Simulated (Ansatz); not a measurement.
**Ruthenium, dhcp under PBE: structure, energy and stiffness, part 1 of 2**

The plan for ruthenium in the dhcp structure: relax it, solve it on a dense k-mesh, then scale the cell to 7 volumes from 88 to 112 % of the relaxed one and try a fit of the equation of state. Spin polarisation is left out. The k-meshes are 13×13×4 for the relaxation; 18×18×5 for the dense run; 15×15×4 for the volumes.

Method: DFT PBE, plane waves (420 eV) with PAW, scalar-relativistic, in Ansatz 0.2.0.

## 1. The system as given

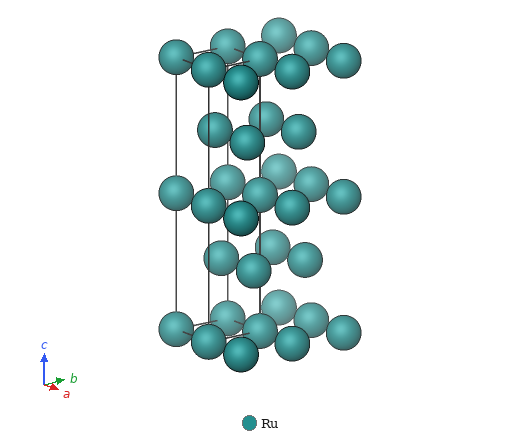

The structure, seen slightly off an axis (ruthenium teal). 2×2×1 cells are drawn. Any atoms on the faces are drawn again on the opposite ones.

Coordinates:

```
CELL_PARAMETERS angstrom
2.67630 0.00000 0.00000
-1.33815 2.31775 0.00000
0.00000 0.00000 8.74081
ATOMIC_POSITIONS crystal
Ru 0.00000 0.00000 0.00000
Ru 0.00000 0.00000 0.50000
Ru 0.33333 0.66667 0.25000
Ru 0.66667 0.33333 0.75000
```

## 2. Relaxing cell and atoms

The input, input.yaml:

```yaml
crystal:
  lattice:
    - [2.6763033576, 0.0, 0.0]
    - [-1.3381516788, 2.317746696, 0.0]
    - [0.0, 0.0, 8.7408067661]
  atoms:
    - { symbol: Ru, position: [0.0, 0.0, 0.0] }
    - { symbol: Ru, position: [0.0, 0.0, 0.5] }
    - { symbol: Ru, position: [0.3333333333, 0.6666666667, 0.25] }
    - { symbol: Ru, position: [0.6666666667, 0.3333333333, 0.75] }
hamiltonian:
  xc: pbe
  pseudopotentials:
    kind: paw
    azcp:
      Ru: "pseudopotentials/Ru.paw.azcp"
basis:
  ecutwfc: 420
  fft_grid_basis: typed
kpoints:
  mp_grid: { grid: [13, 13, 4], shift: [0, 0, 0] }
magnetization:
  spin_polarized: false
scf:
  occupations: { method: fermi_dirac, width: 0.1 }
relax:
  max_steps: 60
  f_tol: 0.01
  cell: {}
```

Command:

```
> ansatz run input.yaml --threads 1 --pin off --max-ram 3584MiB --backend cpu --events-out ev --progress --plain --runs-dir out
```

Standard output, cut to the lines that bear on the results:

```text
[...]
Pseudopotentials: kind: paw
Pseudopotential: Ru, paw, valence charge 16, recommended cutoff 420 eV (normal), <dir>
Functional definition: PBE
[...]
Crystal: 4 atoms, lattice volume = 54.219 Å³
Basis set: ecut = 420 eV, 1091 PW (Γ), exchange–correlation on 36×36×120 points (8 copies of the dense FFT grid, shifted against one another)
Bands: 39, of which v1, the nominal top of the filled ones, is band 32 counted from 1 (31 counted from 0)
Symmetry: 24 space group operations
Space group: P63/mmc (ITA 194), of the structure as read, at distance tolerance 3.8e-5 Å
k-points: 63 of 676
[...]
SCF iter   1: F=—  HF=-23514.449712 eV  |F-HF|=—  |Δ(HF+E_count)|=         —  Δρ=7.95e-3  dr2=1.36e-2  ethr=1.77e-3  ⟨swp⟩=5.4  Hψ=8391  notcnv=0
[...]
relax step   1: F+E_penalty+E_count = -23514.45349128 eV  Δ(F+E_penalty+E_count) = +0.000e0 eV  max|allowed force component| = 3.123e-17 eV/Å  Δτ_max = 0.0000 Å  P = +6.575 GPa  Ω = 54.219 Å³  (6 SCF iters, dr2 threshold 1.00e-7 eV, accepted)
[...]
relax step   4: F+E_penalty+E_count = -23514.49024392 eV  Δ(F+E_penalty+E_count) = -1.715e-4 eV  max|allowed force component| = 1.850e-17 eV/Å  Δτ_max = 0.0000 Å  P = +0.001 GPa  Ω = 55.342 Å³  energy of the carried Pulay correction = -5.126e-4 eV  (6 SCF iters, dr2 threshold 4.00e-7 eV, accepted)
[...]
relax step   5: F+E_penalty+E_count = -23514.49068676 eV  Δ(F+E_penalty+E_count) = -4.428e-4 eV  max|allowed force component| = 2.024e-17 eV/Å  Δτ_max = 0.0000 Å  P = -0.011 GPa  Ω = 55.342 Å³  stress off target by 1.72e-2 GPa  SCF on the basis re-selected at this cell (its energy is not [...]
SCF converged after 8 iterations
Free energy (F): -23514.490687 eV
[...]
E sigma→0 (E₀):  -23514.409913 eV
Entropy (-TS):   -0.161548 eV (-40.387 meV/atom)
Fermi energy:    22.976819 eV
[...]
--- Forces (eV/Å), atoms counted from 1 ---
  atom   1  Ru     0.00000000     0.00000000     0.00000000
  atom   2  Ru    -0.00000000     0.00000000     0.00000000
  atom   3  Ru     0.00000000    -0.00000000     0.00000000
  atom   4  Ru     0.00000000     0.00000000     0.00000000
[...]
--- Stress (GPa, compression-positive) ---
       -0.017239      -0.000000       0.000000
        0.000000      -0.017239       0.000000
        0.000000       0.000000       0.002518
  P = ⅓ Tr σ = -0.0107 GPa (-0.107 kbar)
--- Relaxed structure (4 steps of the walk, 4 accepted, 1 SCFs on fresh bases) ---
  F+E_penalty+E_count = -23514.49068676 eV   max|allowed force component| = 2.024e-17 eV/Å   (the final SCF, on the basis selected at the relaxed cell)
  cell:  # Å, volume = 55.3420 Å³
    - [2.710094025039456, 0.0, 0.0]
    - [-1.355047012519728, 2.3470102723285895, 0.0]
    - [0.0, 0.0, 8.700728317862142]
  atoms:
    - { symbol: Ru, position: [-2.3172642089694743e-34, -2.689765502552154e-34, 2.5878213037668493e-35] }
    - { symbol: Ru, position: [-3.4900360636419317e-34, -4.628647152018549e-34, 0.5] }
    - { symbol: Ru, position: [0.3333333333333333, 0.6666666666666667, 0.25] }
    - { symbol: Ru, position: [0.6666666666666667, 0.3333333333333333, 0.75] }
```

Run time: 36 s. Hardware: 1 thread of Intel Xeon Platinum 8259CL at 2.50GHz (Skylake/Cascade Lake), shared host; peak memory 0.59 GiB.

The walk, from the log:

```
step  energy change (meV/atom)  largest force (eV/Å)  pressure (GPa)  volume (Å³/atom)
   1                      0.00                0.0000            6.58            13.555
   2                     -1.66                0.0000           -6.16            14.138
   3                     -9.15                0.0000           -0.45            13.856
   4                     -9.19                0.0000            0.00            13.836
   5                     -9.30                0.0000           -0.01            13.836
```

Steps that repeat a cell are solved on a basis chosen anew, so their changes of energy are no gain of the relaxation.

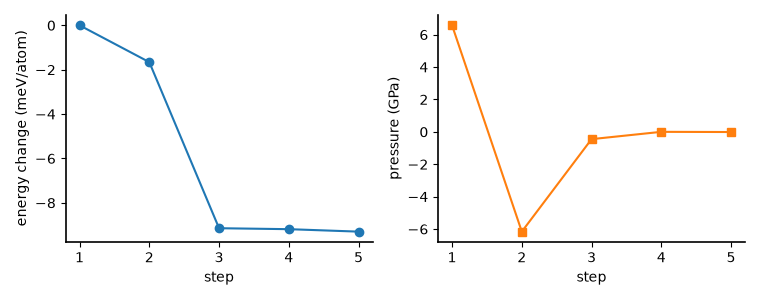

Energy and pressure over the accepted steps.

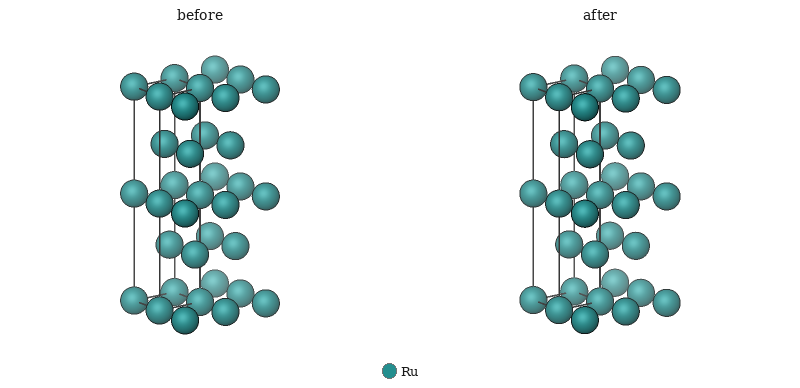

Before and after, at one scale. The cells drawn are those of the first picture.

Changes in the cell that was computed:

|  | before | after | change |
| --- | --- | --- | --- |
| a (Å) | 2.676 | 2.710 | +1.3 % |
| b (Å) | 2.676 | 2.710 | +1.3 % |
| c (Å) | 8.741 | 8.701 | -0.5 % |
| volume (Å³/atom) | 13.555 | 13.836 | +2.1 % |
| shortest distance (Å) | 2.676 | 2.679 | +0.1 % |
| space group (spins left aside) | P6_3/mmc | P6_3/mmc | same |

## 3. Single point on a dense mesh

The input, input.yaml:

```yaml
crystal:
  lattice:
    - [2.710094025, 0.0, 0.0]
    - [-1.3550470125, 2.3470102723, 0.0]
    - [0.0, 0.0, 8.7007283179]
  atoms:
    - { symbol: Ru, position: [1.0, 1.0, 0.0] }
    - { symbol: Ru, position: [1.0, 1.0, 0.5] }
    - { symbol: Ru, position: [0.3333333333, 0.6666666667, 0.25] }
    - { symbol: Ru, position: [0.6666666667, 0.3333333333, 0.75] }
hamiltonian:
  xc: pbe
  pseudopotentials:
    kind: paw
    azcp:
      Ru: "pseudopotentials/Ru.paw.azcp"
basis:
  ecutwfc: 420
  fft_grid_basis: typed
kpoints:
  mp_grid: { grid: [18, 18, 5], shift: [0, 0, 0] }
magnetization:
  spin_polarized: false
scf:
  occupations: { method: fermi_dirac, width: 0.1 }
output:
  write_density: true
  write_potential: true
  elf: true
  volumetric_format: npy
```

Command:

```
> ansatz run input.yaml --threads 1 --pin off --max-ram 3584MiB --backend cpu --events-out ev --progress --plain --runs-dir out
```

Standard output, cut to the lines that bear on the results:

```text
[...]
[... 3 set-up lines as earlier in the session ...]
[...]
Crystal: 4 atoms, lattice volume = 55.342 Å³
Basis set: ecut = 420 eV, 1091 PW (Γ)
Bands: 39, of which v1, the nominal top of the filled ones, is band 32 counted from 1 (31 counted from 0)
[... 2 set-up lines as earlier in the session ...]
k-points: 111 of 1620
[...]
SCF iter   1: F=—  HF=-23514.501148 eV  |F-HF|=—  |Δ(HF+E_count)|=         —  Δρ=8.56e-3  dr2=1.39e-2  ethr=1.77e-3  ⟨swp⟩=5.2  Hψ=14453  notcnv=0
[...]
SCF iter   6: F=-23514.505417 eV  HF=-23514.505417 eV  |F-HF|=4.87e-10  |Δ(HF+E_count)|=   9.95e-9  Δρ=6.82e-6  dr2=1.57e-8  ethr=1.56e-10  ⟨swp⟩=2.9  Hψ=8872  notcnv=0
[...]
SCF converged after 6 iterations
Free energy (F): -23514.505417 eV
[...]
E sigma→0 (E₀):  -23514.433629 eV
Entropy (-TS):   -0.143576 eV (-35.894 meV/atom)
Fermi energy:    22.958980 eV
[...]
--- Band table (eV; the first three rows and the last of 111) ---
[...]
```

Wall time 14 s (1 thread of Intel Xeon Platinum 8259CL at 2.50GHz (Skylake/Cascade Lake), shared host); peak memory 0.6 GiB.

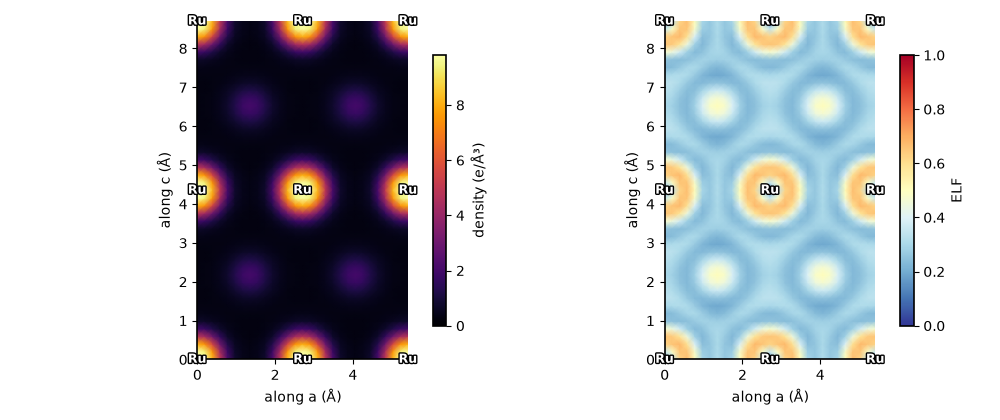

Density (left) and ELF (right) in a lattice plane of the grid's cell (edges 2.71 and 8.70 Å, at 0.000 of the third edge), which holds Ru. Only atoms in the plane are labelled. Both are smooth fields of the valence electrons: close to the nuclei they are not physical.

## 4. Equation of state: 88 %

input.yaml: that of step 3 with these lines changed.

```diff
@@ -2,5 +2,5 @@
   lattice:
-    - [2.710094025, 0.0, 0.0]
-    - [-1.3550470125, 2.3470102723, 0.0]
-    - [0.0, 0.0, 8.7007283179]
+    - [2.5970396652, 0.0, 0.0]
+    - [-1.2985198326, 2.2491023247, 0.0]
+    - [0.0, 0.0, 8.3377684866]
   atoms:
@@ -20,3 +20,3 @@
 kpoints:
-  mp_grid: { grid: [18, 18, 5], shift: [0, 0, 0] }
+  mp_grid: { grid: [15, 15, 4], shift: [0, 0, 0] }
 magnetization:
@@ -25,3 +25,5 @@
   occupations: { method: fermi_dirac, width: 0.1 }
+  lower_state_search: "off"
 output:
+  stress: true
   write_density: true
```

Command:

```
> ansatz run input.yaml --threads 1 --pin off --max-ram 3584MiB --backend cpu --events-out ev --progress --plain --runs-dir out
```

Standard output, cut to the lines that bear on the results:

```text
[...]
[... 3 set-up lines as earlier in the session ...]
[...]
Crystal: 4 atoms, lattice volume = 48.701 Å³
Basis set: ecut = 420 eV, 957 PW (Γ)
Bands: 39, of which v1, the nominal top of the filled ones, is band 32 counted from 1 (31 counted from 0)
[... 1 set-up line as earlier in the session ...]
Space group: P63/mmc (ITA 194), of the structure as read, at distance tolerance 3.7e-5 Å
k-points: 81 of 900
[...]
SCF iter   1: F=—  HF=-23513.542595 eV  |F-HF|=—  |Δ(HF+E_count)|=         —  Δρ=9.73e-3  dr2=2.53e-2  ethr=1.77e-3  ⟨swp⟩=5.9  Hψ=11964  notcnv=0
[...]
SCF iter   6: F=-23513.541489 eV  HF=-23513.541489 eV  |F-HF|=3.54e-9  |Δ(HF+E_count)|=   4.52e-8  Δρ=5.18e-6  dr2=1.41e-8  ethr=1.56e-10  ⟨swp⟩=7.9  Hψ=20010  notcnv=0
[...]
SCF converged after 6 iterations
Free energy (F): -23513.541489 eV
[...]
E sigma→0 (E₀):  -23513.483357 eV
Entropy (-TS):   -0.116265 eV (-29.066 meV/atom)
Fermi energy:    26.814180 eV
[...]
--- Stress (GPa, compression-positive) ---
       51.884277      -0.000000       0.000000
        0.000000      51.884277       0.000000
        0.000000       0.000000      55.371470
  P = ⅓ Tr σ = 53.0467 GPa (530.467 kbar)
--- Band table (eV; the first three rows and the last of 81) ---
[...]
```

It took 12 s on 1 thread of Intel Xeon Platinum 8259CL at 2.50GHz (Skylake/Cascade Lake), shared host; peak memory 0.58 GiB.

## 5. Equation of state: 92 %

input.yaml: that of step 4 with these lines changed.

```diff
@@ -2,5 +2,5 @@
   lattice:
-    - [2.5970396652, 0.0, 0.0]
-    - [-1.2985198326, 2.2491023247, 0.0]
-    - [0.0, 0.0, 8.3377684866]
+    - [2.6358071668, 0.0, 0.0]
+    - [-1.3179035834, 2.2826759659, 0.0]
+    - [0.0, 0.0, 8.4622311419]
   atoms:
@@ -28,5 +28 @@
   stress: true
-  write_density: true
-  write_potential: true
-  elf: true
-  volumetric_format: npy
```

Command:

```
> ansatz run input.yaml --threads 1 --pin off --max-ram 3584MiB --backend cpu --events-out ev --progress --plain --runs-dir out
```

Standard output, cut to the lines that bear on the results:

```text
[...]
[... 3 set-up lines as earlier in the session ...]
[...]
Crystal: 4 atoms, lattice volume = 50.915 Å³
Basis set: ecut = 420 eV, 1019 PW (Γ)
Bands: 39, of which v1, the nominal top of the filled ones, is band 32 counted from 1 (31 counted from 0)
[... 2 set-up lines as earlier in the session ...]
k-points: 81 of 900
[...]
SCF iter   1: F=—  HF=-23514.115230 eV  |F-HF|=—  |Δ(HF+E_count)|=         —  Δρ=9.18e-3  dr2=2.05e-2  ethr=1.77e-3  ⟨swp⟩=5.7  Hψ=11470  notcnv=0
[...]
SCF iter   6: F=-23514.116637 eV  HF=-23514.116637 eV  |F-HF|=9.33e-9  |Δ(HF+E_count)|=   3.80e-8  Δρ=7.20e-6  dr2=2.63e-8  ethr=1.56e-10  ⟨swp⟩=4.0  Hψ=11297  notcnv=0
[...]
SCF converged after 6 iterations
Free energy (F): -23514.116637 eV
[...]
E sigma→0 (E₀):  -23514.054414 eV
Entropy (-TS):   -0.124446 eV (-31.111 meV/atom)
Fermi energy:    25.424486 eV
[...]
--- Stress (GPa, compression-positive) ---
       30.205132       0.000000       0.000000
        0.000000      30.205132      -0.000000
        0.000000      -0.000000      32.770729
  P = ⅓ Tr σ = 31.0603 GPa (310.603 kbar)
```

Run time: 9.2 s. Hardware: 1 thread of Intel Xeon Platinum 8259CL at 2.50GHz (Skylake/Cascade Lake), shared host; peak memory 0.56 GiB.

(Continued in part 2 of 2.)
